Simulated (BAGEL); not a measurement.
**HF/6-31G(d) (density fitting with cc-pvqz-jkfit, spherical functions) run of C3H4O3 (ethylene carbonate)**

What is the energy change on altering one bond length of C3H4O3 (ethylene carbonate) at HF/6-31G* (density fitting with cc-pvqz-jkfit, spherical functions)? 

The calculation is run with BAGEL 1.2.2.

1 further run of the same task is left out (set aside as unsound or not needed).

## 1. The structure to begin with

C3H4O3: 10 atoms, total charge 0, spin state singlet. SMILES: `O=C1OCCO1`. The coordinates come from a PBE0-D4/def2-TZVP relaxation.

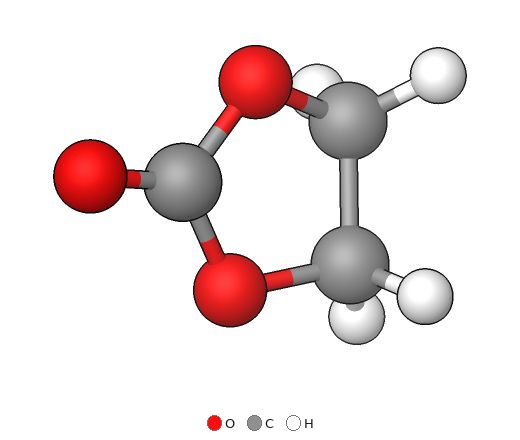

Viewed from a chosen angle; oxygen red, carbon grey, hydrogen white.

## 2. A single-point energy at HF/6-31G(d) (density fitting with cc-pvqz-jkfit, spherical functions)

The input, input.json:

```json
{ "bagel" : [

{
  "title" : "molecule",
  "basis" : "6-31gs.json",
  "df_basis" : "cc-pvqz-jkfit",
  "angstrom" : true,
  "geometry" : [
    { "atom" : "O", "xyz" : [   -1.451010,   -0.478810,    2.201590 ] },
    { "atom" : "C", "xyz" : [   -0.809830,   -0.267220,    1.228740 ] },
    { "atom" : "O", "xyz" : [   -0.841800,   -1.015900,    0.106160 ] },
    { "atom" : "C", "xyz" : [    0.176270,   -0.580640,   -0.784680 ] },
    { "atom" : "C", "xyz" : [    0.512830,    0.808030,   -0.260860 ] },
    { "atom" : "O", "xyz" : [    0.057210,    0.757030,    1.084260 ] },
    { "atom" : "H", "xyz" : [    1.022300,   -1.270050,   -0.720380 ] },
    { "atom" : "H", "xyz" : [   -0.217340,   -0.580450,   -1.800170 ] },
    { "atom" : "H", "xyz" : [    1.579100,    1.029830,   -0.266000 ] },
    { "atom" : "H", "xyz" : [   -0.027740,    1.598220,   -0.788650 ] }
  ]
},
{ "title" : "hf" },
{ "title" : "print", "file" : "orbitals.molden", "orbitals" : true }

]}
```

The basis set 6-31G* is read from a file made from the Basis Set Exchange's data (not shown).

Launch:

```console
$ BAGEL_NUM_THREADS=1 BAGEL input.json > input.out
```

What it wrote:

```text
* using 1 threads per process

  ===============================================================
  ===============================================================

  *** Geometry ***

  { "atom" : "O", "xyz" : [     -2.742012,     -0.904820,      4.160402 ] },
  { "atom" : "C", "xyz" : [     -1.530357,     -0.504973,      2.321982 ] },
  { "atom" : "O", "xyz" : [     -1.590771,     -1.919773,      0.200613 ] },
  { "atom" : "C", "xyz" : [      0.333102,     -1.097251,     -1.482830 ] },
  { "atom" : "C", "xyz" : [      0.969108,      1.526955,     -0.492954 ] },
  { "atom" : "O", "xyz" : [      0.108111,      1.430579,      2.048954 ] },
  { "atom" : "H", "xyz" : [      1.931867,     -2.400047,     -1.361321 ] },
  { "atom" : "H", "xyz" : [     -0.410713,     -1.096892,     -3.401828 ] },
  { "atom" : "H", "xyz" : [      2.984067,      1.946097,     -0.502667 ] },
  { "atom" : "H", "xyz" : [     -0.052421,      3.020198,     -1.490333 ] },

  Number of auxiliary basis functions:      840

  Since a DF basis is specified, we compute 2- and 3-index integrals:
    o Being stored without compression. Storage requirement is 0.057 GB

  Number of basis functions:       92
  Number of electrons      :       46

    * METHOD: MOLECULE                             1.52

  *** RHF ***

  === Nuclear Repulsion ===
   247.7321919559

      * DIIS with orbital gradients will be used.

  === RHF iteration (6-31gs.json) ===
      0       -340.26039647          0.02112259           0.26
      1       -340.43526481          0.01408441           0.24
      2       -340.52779453          0.00176494           0.24
      3       -340.52997267          0.00086452           0.20
      4       -340.53043654          0.00017489           0.20
      5       -340.53049317          0.00008726           0.20
      6       -340.53050464          0.00003450           0.26
      7       -340.53050682          0.00000881           0.29
      8       -340.53050688          0.00000400           0.24
      9       -340.53050689          0.00000125           0.24
     10       -340.53050689          0.00000051           0.23
     11       -340.53050689          0.00000013           0.29
     12       -340.53050689          0.00000006           0.29
     13       -340.53050689          0.00000002           0.23
     14       -340.53050689          0.00000001           0.24
    * SCF iteration converged.

    * Permanent dipole moment:
           (   -1.268319,    -0.418522,     1.924371) a.u.

    * METHOD: HF                                   4.16

    * METHOD: PRINT                                0.03

  ===============================================================
```

Run time: 6 s. Hardware: 1 thread of Intel Xeon Platinum 8259CL at 2.50GHz (Skylake/Cascade Lake), shared host; peak memory 0.2 GiB.

## 3. The distorted shape, same level

The input, input.json:

```json
{ "bagel": [

{
  "title": "molecule",
  "basis": "6-31gs.json",
  "df_basis": "cc-pvqz-jkfit",
  "angstrom": "true",
  "geometry": [
    { "atom": "O", "xyz": [      -1.963980,      -0.648091,       2.979909 ] },
    { "atom": "C", "xyz": [      -0.809830,      -0.267220,       1.228740 ] },
    { "atom": "O", "xyz": [      -0.841800,      -1.015900,       0.106160 ] },
    { "atom": "C", "xyz": [       0.176270,      -0.580640,      -0.784680 ] },
    { "atom": "C", "xyz": [       0.512830,       0.808030,      -0.260860 ] },
    { "atom": "O", "xyz": [       0.057210,       0.757030,       1.084260 ] },
    { "atom": "H", "xyz": [       1.022300,      -1.270050,      -0.720380 ] },
    { "atom": "H", "xyz": [      -0.217340,      -0.580450,      -1.800170 ] },
    { "atom": "H", "xyz": [       1.579100,       1.029830,      -0.266000 ] },
    { "atom": "H", "xyz": [      -0.027740,       1.598220,      -0.788650 ] }
  ]
},

{
  "title": "hf"
},

{
  "title": "print",
  "file": "orbitals.molden",
  "orbitals": "true"
}

]}
```

The basis set 6-31G* is read from a file made from the Basis Set Exchange's data (not shown).

Launch:

```console
$ BAGEL_NUM_THREADS=1 BAGEL input.json > input.out
```

What it wrote:

```text
* using 1 threads per process

  ===============================================================
  ===============================================================

  *** Geometry ***

  { "atom" : "O", "xyz" : [     -3.711384,     -1.224714,      5.631212 ] },
  { "atom" : "C", "xyz" : [     -1.530357,     -0.504973,      2.321982 ] },
  { "atom" : "O", "xyz" : [     -1.590771,     -1.919773,      0.200613 ] },
  { "atom" : "C", "xyz" : [      0.333102,     -1.097251,     -1.482830 ] },
  { "atom" : "C", "xyz" : [      0.969108,      1.526955,     -0.492954 ] },
  { "atom" : "O", "xyz" : [      0.108111,      1.430579,      2.048954 ] },
  { "atom" : "H", "xyz" : [      1.931867,     -2.400047,     -1.361321 ] },
  { "atom" : "H", "xyz" : [     -0.410713,     -1.096892,     -3.401828 ] },
  { "atom" : "H", "xyz" : [      2.984067,      1.946097,     -0.502667 ] },
  { "atom" : "H", "xyz" : [     -0.052421,      3.020198,     -1.490333 ] },

  Number of auxiliary basis functions:      840

  Since a DF basis is specified, we compute 2- and 3-index integrals:
    o Being stored without compression. Storage requirement is 0.057 GB

  Number of basis functions:       92
  Number of electrons      :       46

    * METHOD: MOLECULE                             1.22

  *** RHF ***

  === Nuclear Repulsion ===
   225.9003077142

      * DIIS with orbital gradients will be used.

  === RHF iteration (6-31gs.json) ===
      0       -339.48629357          0.02959290           0.21
      1       -336.92738453          0.05838351           0.22
      2       -340.12388346          0.01143559           0.22
      3       -340.23664905          0.00478109           0.22
      4       -340.26887549          0.00201790           0.21
      5       -340.27897769          0.00061043           0.22
      6       -340.27974523          0.00022757           0.22
      7       -340.27983883          0.00005305           0.21
      8       -340.27984163          0.00001036           0.21
      9       -340.27984177          0.00000373           0.20
     10       -340.27984178          0.00000159           0.20
     11       -340.27984179          0.00000041           0.20
     12       -340.27984179          0.00000014           0.20
     13       -340.27984179          0.00000005           0.19
     14       -340.27984179          0.00000002           0.20
     15       -340.27984179          0.00000001           0.20
    * SCF iteration converged.

    * Permanent dipole moment:
           (   -1.509952,    -0.498256,     2.291000) a.u.

    * METHOD: HF                                   3.72

    * METHOD: PRINT                                0.02

  ===============================================================
```

It took 5.4 s on 1 thread of Intel Xeon Platinum 8259CL at 2.50GHz (Skylake/Cascade Lake), shared host; peak memory 0.2 GiB.

## 4. Summary of results

At HF/6-31G* (density fitting with cc-pvqz-jkfit, spherical functions):

```
                                                         quantity          value
                                        first shape: total energy  -340.53051 Eh
                                       first shape: dipole moment         5.95 D
                                         first shape: HOMO energy      -12.67 eV
                                         first shape: LUMO energy        5.70 eV
                                       first shape: HOMO–LUMO gap       18.36 eV
                                    distorted shape: total energy  -340.27984 Eh
                                   distorted shape: dipole moment         7.09 D
                                     distorted shape: HOMO energy      -12.01 eV
                                     distorted shape: LUMO energy        3.57 eV
                                   distorted shape: HOMO–LUMO gap       15.58 eV
energy change with the O1–C2 bond stretched from 1.184 to 2.132 Å       6.821 eV
```

**Reading.** With the O1–C2 bond stretched from 1.184 to 2.132 Å the energy rises by 6.82 eV (658 kJ/mol). The first shape isn't relaxed at this level, so the change isn't measured from a minimum. A restricted reference can't describe the breaking bond well at this length.
